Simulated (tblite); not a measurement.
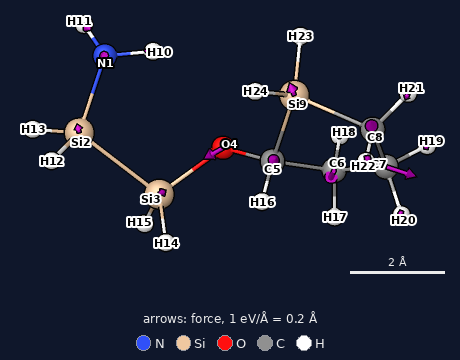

Starting geometry of C4H15NOSi3 with the computed forces as purple arrows. A ball-and-stick model, seen at a tilt.

These are results of tblite 0.8.0, GFN2-xTB geometry optimisation, gas phase, not measurements. 

What follows when this structure is relaxed?

Answer. It isn't relaxed: the largest force vector, on C7, is 3.62 eV/Å. The final displacements have little in common with the starting forces (cosine between the two patterns 0.07). After 254 geometry steps the energy has fallen by 112.4 kJ/mol. The largest move after the best rigid fit is that of H22, 1.81 Å. By element the largest moves are H 1.81 Å, O 1.03 Å, Si 0.82 Å, C 0.72 Å, N 0.32 Å. Near-neighbour distances that change, for instance: Si3–O4 1.693 → 1.623 Å, C7–C8 1.470 → 1.533 Å, C6–C7 1.462 → 1.525 Å, N1–Si2 1.773 → 1.723 Å. Among the angles between lasting bonds that change: Si2–N1–H11 109.7° → 120.5°, Si3–O4–C5 117.9° → 128.2°, Si2–Si3–H14 107.5° → 116.2°. Groups turn about Si3–O4 by about 55°, C7–C8 by about 50°, N1–Si2 by about 50°. Cost: 3 s on 1 thread of Arm Neoverse V1 (shared host).
